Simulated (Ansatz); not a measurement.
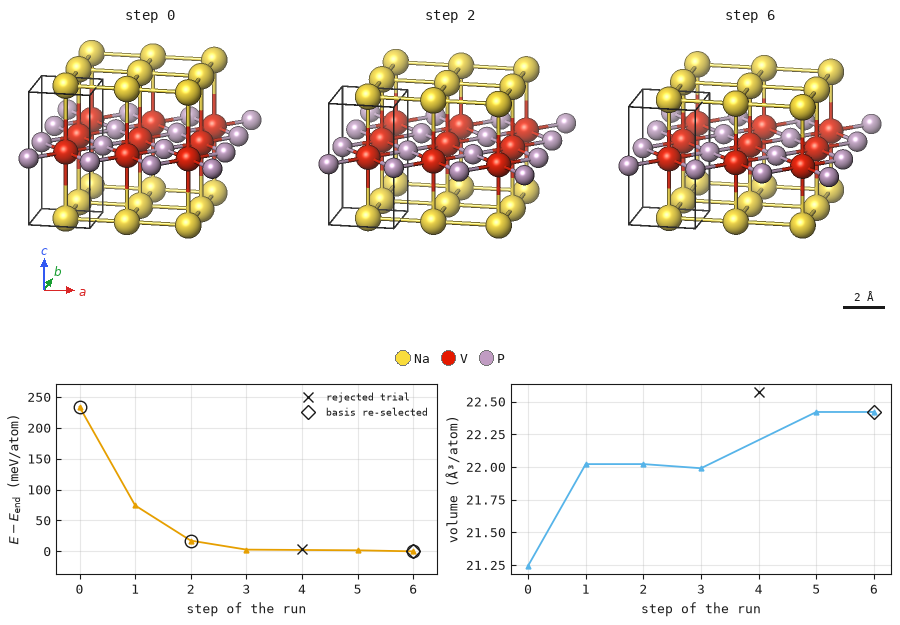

Frames of a relaxation of solid NaVP (a generated structure, set up in P4/mmm) (coarse preliminary run), marked on the history of the run. Style: ball-and-stick. Shown: the cell of the calculation, repeated 3 × 3 × 1 with one cell outlined, slightly off an axis.

Method: DFT PBE, scalar-relativistic, plane waves, PAW in Ansatz 0.2.0. Set-up: plane-wave cutoff 420 eV; k-point mesh 6 × 6 × 4; occupations gaussian; smearing width 0.1 eV; collinear spin; cell and atoms relaxed; force threshold 0.04 eV/Å; at most 70 steps.

Q: Describe the path.

A: Over 4 accepted moves (6 points after the start) the energy falls by 234 meV per atom. All forces vanish by symmetry, so only the cell relaxes. Pressure: 12.37 GPa at the start and 0.15 GPa at the end. The line search rejected the trial step at point 4 of the run. The SCF was repeated once at an unchanged geometry on a basis and grid sized afresh for the cell, which shifted the energy by 1.7 meV per atom at most. The atoms keep their places relative to the cell (all moves are under 0.005 Å). The drawn cell changes as follows: a = b 3.071 → 3.347 Å (+9.0 %), c 6.757 → 6.004 Å (−11.1 %); the volume changes by +5.5 %. Among the contacts that change: Na–V 3.378 → 3.002 Å, Na–Na 3.071 → 3.347 Å, P–V 2.172 → 2.367 Å. The space group stays P4/mmm (No. 123). From step 0 to 2: volume +3.7 %, energy −217 meV per atom. From step 2 to 6: volume +1.8 %, energy −17.4 meV per atom.

| step | E − E(0), meV/atom | pressure, GPa | volume, Å³/atom | note |
| --- | --- | --- | --- | --- |
| 0 | 0.00 | 12.37 | 21.245 |  |
| 1 | -159.73 | 4.66 | 22.023 |  |
| 2 | -216.72 | 1.35 | 22.023 |  |
| 3 | -231.31 | 0.90 | 21.991 |  |
| 4 | -230.94 | -0.65 | 22.571 | rejected |
| 5 | -232.41 | 0.01 | 22.421 |  |
| 6 | -234.10 | 0.15 | 22.421 | same geometry, new basis |
